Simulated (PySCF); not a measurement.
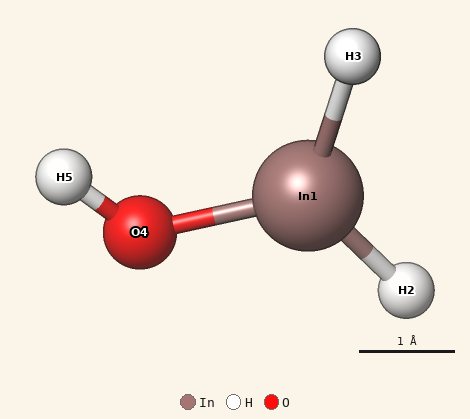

The structure as given in the input (ball-and-stick view, seen at a tilt; atoms are numbered from 1 in the order of the input). Sticks mark near contacts. Bond lengths as drawn: H–In 1.61 to 1.83 Å, H–O 1.06 Å and In–O 1.83 Å.

Geometry relaxation, with input and output: InH3O

InH3O (InH2(OH)), SMILES [H][In]([H])[OH], computed with PBE0-D3(BJ)/def2-SVP geometry optimisation, gas phase (PySCF 2.14.0).

It belongs to a series of runs on one base structure; here: one ligand: H to OH.

### Log
```
step   0  E = -266.96606034  max force = 0.109627
step   1  E = -266.99115851  max force = 0.017395
step   2  E = -266.99300078  max force = 0.005606
step   3  E = -266.99330030  max force = 0.003670
step   4  E = -266.99335662  max force = 0.001833
step   5  E = -266.99337793  max force = 0.000239
step   6  E = -266.99338015  max force = 0.000156
optimisation converged
```

### Trajectory as extended XYZ (Å, eV, eV/Å), 7 frames, from step=0 to step=6
```
5
Properties=species:S:1:pos:R:3:forces:R:3 step=0 energy=-7264.51652
In    0.4014    0.3891   -0.0916   -0.3822   5.1756  -0.6445
H     1.9959    0.4380   -0.3165    1.6787   0.0223  -0.1928
H    -0.7207    1.8382   -0.1614    0.4995  -0.7849   0.0767
O    -0.2829   -1.2866    0.1901   -5.6372  -5.2761   1.2296
H    -1.3189   -1.4892    0.3172    3.8413   0.8631  -0.4690
5
Properties=species:S:1:pos:R:3:forces:R:3 step=1 energy=-7265.19948
In    0.3827    0.4810   -0.1264   -0.0143  -0.7099   0.1325
H     2.1182    0.4998   -0.3252   -0.3623  -0.1479   0.0489
H    -0.7000    1.8074   -0.1517   -0.1753   0.1049  -0.0043
O    -0.3947   -1.3758    0.2085    0.8945   0.4739  -0.1816
H    -1.3314   -1.5228    0.3327   -0.3427   0.2790   0.0045
5
Properties=species:S:1:pos:R:3:forces:R:3 step=2 energy=-7265.24961
In    0.3886    0.4835   -0.1193   -0.1153  -0.1149   0.0305
H     2.1008    0.4363   -0.3175   -0.1229  -0.0208   0.0188
H    -0.7552    1.7832   -0.1436    0.0481  -0.0549   0.0007
O    -0.3557   -1.3569    0.1994    0.2883   0.0220  -0.0439
H    -1.3037   -1.4566    0.3189   -0.0982   0.1685  -0.0061
5
Properties=species:S:1:pos:R:3:forces:R:3 step=3 energy=-7265.25776
In    0.3844    0.4788   -0.1177    0.0380   0.0627  -0.0112
H     2.0829    0.4207   -0.3119    0.0521   0.0134  -0.0070
H    -0.7654    1.7546   -0.1382   -0.0510   0.0658  -0.0017
O    -0.3365   -1.3562    0.1939   -0.0260  -0.1887   0.0224
H    -1.2905   -1.4084    0.3118   -0.0131   0.0469  -0.0025
5
Properties=species:S:1:pos:R:3:forces:R:3 step=4 energy=-7265.25929
In    0.3852    0.4748   -0.1170   -0.0135   0.0724  -0.0072
H     2.0862    0.4236   -0.3120    0.0247   0.0135  -0.0037
H    -0.7691    1.7585   -0.1379    0.0153  -0.0164   0.0010
O    -0.3362   -1.3648    0.1935   -0.0256  -0.0943   0.0121
H    -1.2913   -1.4025    0.3113   -0.0009   0.0249  -0.0022
5
Properties=species:S:1:pos:R:3:forces:R:3 step=5 energy=-7265.25987
In    0.3856    0.4715   -0.1162    0.0056   0.0051  -0.0026
H     2.0892    0.4313   -0.3124   -0.0041   0.0059   0.0008
H    -0.7685    1.7545   -0.1369    0.0041  -0.0114   0.0024
O    -0.3377   -1.3722    0.1929   -0.0123  -0.0052   0.0012
H    -1.2937   -1.3956    0.3105    0.0068   0.0057  -0.0018
5
Properties=species:S:1:pos:R:3:forces:R:3 step=6 energy=-7265.25993
In    0.3864    0.4703   -0.1163    0.0080  -0.0058   0.0002
H     2.0900    0.4341   -0.3121   -0.0029   0.0031   0.0002
H    -0.7692    1.7509   -0.1357   -0.0019  -0.0033   0.0015
O    -0.3382   -1.3736    0.1922   -0.0006   0.0068  -0.0016
H    -1.2942   -1.3922    0.3098   -0.0026  -0.0009  -0.0003
```

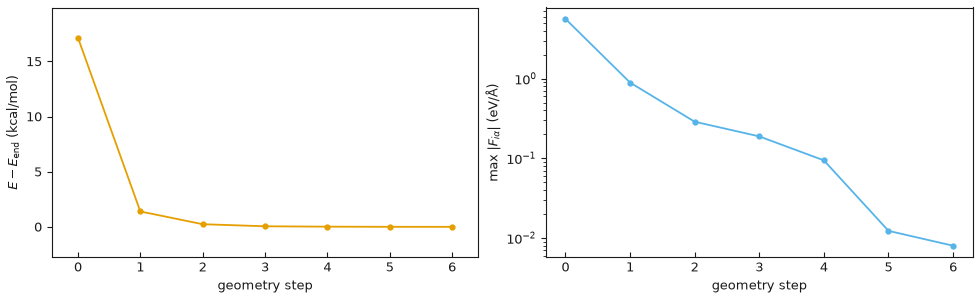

Progress of the relaxation, step by step (steps are counted from 0).

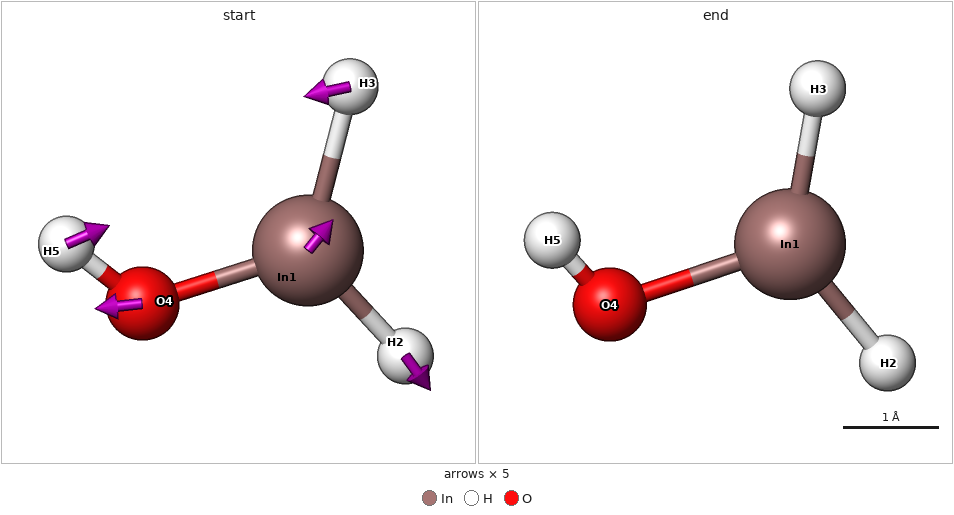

Before (left) and after (right) the relaxation, at one scale (ball-and-stick view, seen at a tilt). The pink arrows give the displacements, magnified 5 times. Over 6 geometry steps the energy falls by 17.1 kcal/mol. The largest force component goes from 5.6 to 0.008 eV/Å. The largest moves after the best rigid fit, 0.10 Å, are those of H3, O4 and H5. By element the largest moves are O 0.10 Å, H 0.10 Å, In 0.09 Å. Distances before and after: In1–O4 1.832 → 2.005 Å, In1–H3 1.834 → 1.725 Å, In1–H2 1.611 → 1.715 Å, O4–H5 1.063 → 0.963 Å. Among the angles that change: In1–O4–H5 123.8° → 113.3°, H2–In1–H3 125.2° → 132.8°, H2–In1–O4 114.8° → 110.9°. (Atoms are counted from 1 in the order of the input.)

This output came from the following input.

### Input
```
{"job": {"xc": "PBE0", "basis": "def2-SVP", "d3": "d3bj", "grid": 1, "maxiter": 30, "shake": 0.03, "kind": "geom"}, "charge": 0, "multiplicity": 1}
In     0.401400     0.389050    -0.091580
H      1.995880     0.438050    -0.316540
H     -0.720660     1.838240    -0.161360
O     -0.282920    -1.286600     0.190130
H     -1.318850    -1.489220     0.317230
```

The first line tells a small driver script what to run in PySCF; the rest is the geometry in Å.

Launched with:
```bash
OMP_NUM_THREADS=1 python <driver script> task.json out
```

### Key numbers

| quantity | value |
| --- | --- |
| outcome | converged |
| total energy | −266.993380 hartree |
| dipole moment | 1.84 D |
| point group | Cs |
| hardware | 1 CPU thread, shared host |
| wall time | 8.5 s |
| peak memory | 0.25 GiB |
